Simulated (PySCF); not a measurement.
**CHBClFO (SMILES FC1OB1Cl): levels of theory compared**

Aim: a comparison of 6 runs (HF/STO-3G, HF/def2-SVP, B3LYP/6-31G*, PBE0/def2-SVP, TPSS/pcseg-2) of CHBClFO. 

The results are computed with PySCF 2.14.0.

1 further run of the same task is left out (set aside as unsound or not needed).

### Step 1. The structure to begin with

CHBClFO has 6 atoms, charge 0, and is taken as a singlet. As SMILES, `FC1OB1Cl`. The shape is that of a PBE0-D4/def2-TZVP optimisation.

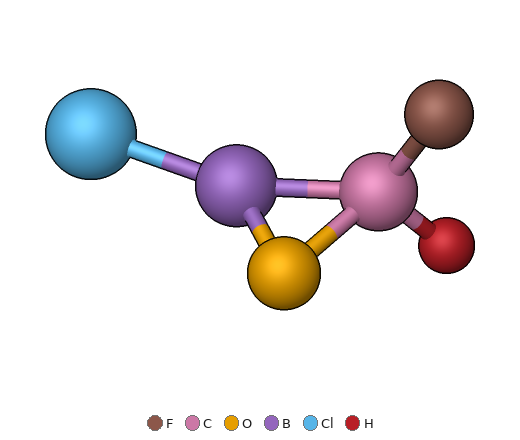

The structure, seen from a chosen angle (fluorine brown, carbon pink, oxygen amber, boron purple, chlorine blue, hydrogen red).

### Step 2. Energy and forces at HF/STO-3G (run 1)

Input file run.py:

```python
from pyscf import gto, scf

mol = gto.M(
    atom='''
F       -0.276000      -1.630800       0.652800
C       -0.007100      -0.311100       0.617700
O        1.091300       0.017600      -0.302500
B       -0.111800       0.466800      -0.666600
Cl      -0.812000       1.324200      -1.969000
H        0.157700       0.069100       1.621300
''',
    verbose=4,
    basis='sto-3g',
    spin=0,
    max_memory=1860,
)

calc0 = scf.RHF(mol)
calc0.conv_tol = 1e-10
calc0.kernel()
if not calc0.converged:
    calc0 = calc0.newton().run(calc0.mo_coeff, calc0.mo_occ)

e_tot = calc0.e_tot
print(f'total energy: {e_tot:.8f} hartree')
grad = calc0.nuc_grad_method().kernel()
calc0.analyze()
```

Command:

```sh
$ OMP_NUM_THREADS=1 python run.py
```

Output:

```text
PySCF version 2.14.0

[... 77 lines left out ...]
Total Energy =                        -688.852210422786243
[... 4 lines left out ...]
DFT Exchange-Correlation Energy =      -55.613447225266498
[... 6 lines left out ...]
MO #5   energy= -10.4221822635605  occ= 2
[... 4 lines left out ...]
MO #10  energy= -1.53560620979104  occ= 2
[... 4 lines left out ...]
MO #15  energy= -0.641033696277272 occ= 2
[... 4 lines left out ...]
MO #20  energy= -0.466660366474718 occ= 2
[... 4 lines left out ...]
MO #25  energy= 0.378342818330697  occ= 0
[... 4 lines left out ...]
MO #30  energy= 0.956180804060043  occ= 0
[... 39 lines left out ...]
Dipole moment(X, Y, Z, Debye): -0.10256,  0.32264,  1.29232
```

Run time: 4.8 s. Hardware: 1 thread of Intel Xeon at 2.50GHz (Skylake/Cascade Lake), shared host; peak memory 0.12 GiB.

### Step 3. Energy and gradient at HF/def2-SVP (run 2)

Input file run.py:

```python
# FC1OB1Cl
import pyscf.grad
from pyscf import gto

mol = gto.M(
    atom=[
    ('F', (-0.276000, -1.630800, 0.652800)),
    ('C', (-0.007100, -0.311100, 0.617700)),
    ('O', (1.091300, 0.017600, -0.302500)),
    ('B', (-0.111800, 0.466800, -0.666600)),
    ('Cl', (-0.812000, 1.324200, -1.969000)),
    ('H', (0.157700, 0.069100, 1.621300)),
],
    max_memory=1860,
    verbose=4,
    charge=0,
    basis='def2-svp',
)

mf = mol.RHF()
mf.conv_tol = 1e-10
mf.kernel()
if not mf.converged:
    mf = mf.newton().run(mf.mo_coeff, mf.mo_occ)

e_final = mf.e_tot
print(f'total energy: {e_final:.8f} hartree')
grad = mf.Gradients().kernel()
mf.analyze()
```

Command:

```sh
$ OMP_NUM_THREADS=1 python run.py
```

Output:

```text
PySCF version 2.14.0

[... 88 lines left out ...]
MO #2   energy= -26.3049151838667  occ= 2
[... 10 lines left out ...]
MO #13  energy= -0.918366058531803 occ= 2
[... 10 lines left out ...]
MO #24  energy= 0.123480611488601  occ= 0
[... 10 lines left out ...]
MO #35  energy= 0.687085427121688  occ= 0
[... 10 lines left out ...]
MO #46  energy= 1.16118044422626   occ= 0
[... 10 lines left out ...]
MO #57  energy= 1.6559800173567    occ= 0
[... 10 lines left out ...]
MO #68  energy= 2.65741403645287   occ= 0
[... 10 lines left out ...]
MO #79  energy= 4.2177036277775    occ= 0
[... 88 lines left out ...]
Dipole moment(X, Y, Z, Debye): -0.98702,  1.56038,  0.76656
```

It took 12 s on 1 thread of Intel Xeon at 2.50GHz (Skylake/Cascade Lake), shared host; peak memory 0.15 GiB.

Runs 3 to 5 aren't shown in full; the table further down has their settings and results.

### Step 4. Energy and gradient at TPSS/pcseg-2 (run 6)

Input file input.py:

```python
from pyscf import gto, dft

mol = gto.M(
    atom=[
    ('F', (-0.276000, -1.630800, 0.652800)),
    ('C', (-0.007100, -0.311100, 0.617700)),
    ('O', (1.091300, 0.017600, -0.302500)),
    ('B', (-0.111800, 0.466800, -0.666600)),
    ('Cl', (-0.812000, 1.324200, -1.969000)),
    ('H', (0.157700, 0.069100, 1.621300)),
],
    verbose=4,
    basis='pcseg-2',
    max_memory=1860,
    spin=0,
)

mf = dft.RKS(mol)
mf.xc = 'tpss'
mf.grids.level = 5
mf.conv_tol = 1e-10
mf.kernel()
if not mf.converged:
    mf = mf.newton().run(mf.mo_coeff, mf.mo_occ)

etot = mf.e_tot
print('Final energy', etot)
grad = mf.nuc_grad_method().kernel()
mf.analyze()
```

Command:

```sh
$ OMP_NUM_THREADS=1 python input.py
```

Output:

```text
PySCF version 2.14.0

[... 100 lines left out ...]
DFT Exchange-Correlation Energy =      -57.275232195586447
[... 22 lines left out ...]
MO #21  energy= -0.329566775056275 occ= 2
[... 20 lines left out ...]
MO #42  energy= 0.384115560079859  occ= 0
[... 20 lines left out ...]
MO #63  energy= 0.965755221838211  occ= 0
[... 20 lines left out ...]
MO #84  energy= 2.05816301317798   occ= 0
[... 20 lines left out ...]
MO #105 energy= 3.02650626148911   occ= 0
[... 20 lines left out ...]
MO #126 energy= 3.99805219990805   occ= 0
[... 20 lines left out ...]
MO #147 energy= 5.15798874348881   occ= 0
[... 20 lines left out ...]
MO #168 energy= 32.7406856783057   occ= 0
[... 177 lines left out ...]
Dipole moment(X, Y, Z, Debye): -0.56662,  1.21566,  0.59132
```

It took 5.6 min on 1 thread of Intel Xeon at 2.50GHz (Skylake/Cascade Lake), shared host; peak memory 2.2 GiB.

### Step 5. All runs side by side

| run | level | integration grid | Cartesian functions | energy (Eh) | dipole moment (D) | HOMO energy (eV) | LUMO energy (eV) | wall time |
| --- | --- | --- | --- | --- | --- | --- | --- | --- |
| 1 | HF/STO-3G | – | no | -688.852210 | 1.34 | -9.55 | 6.71 | 4.8 s |
| 2 | HF/def2-SVP | – | no | -696.628134 | 2.00 | -11.99 | 3.36 | 12 s |
| 3 | B3LYP/6-31G* (spherical functions) | 5 | no | -698.837038 | 1.38 | -7.89 | -0.61 | 49 s |
| 4 | PBE0/def2-SVP | 5 | no | -698.126632 | 1.51 | -8.30 | -0.51 | 54 s |
| 5 | B3LYP/6-31G* (Cartesian functions) | 5 | yes | -698.843523 | 1.38 | -7.90 | -0.62 | 49 s |
| 6 | TPSS/pcseg-2 | 5 | no | -699.023197 | 1.47 | -7.09 | -1.69 | 5.6 min |

### Step 6. Results

| quantity | value |
| --- | --- |
| run 6: total energy | -699.02320 Eh |
| run 6: dipole moment | 1.47 D |
| run 6: HOMO energy | -7.09 eV |
| run 6: LUMO energy | -1.69 eV |
| run 6: HOMO–LUMO gap | 5.40 eV |
| run 6: largest force on an atom | 1.070 eV/Å |

**Reading.** The dipole moment (its size) runs from 1.34 D (HF/STO-3G) to 2.00 D (HF/def2-SVP). The HOMO–LUMO gap runs from 5.40 eV (TPSS/pcseg-2) to 16.26 eV (HF/STO-3G). The two ends differ in method and basis. Totals of different functionals can't be ranked against each other. In run 1 the basis is minimal, so the values are rough. All runs together took 8.4 min, the longest 5.6 min.
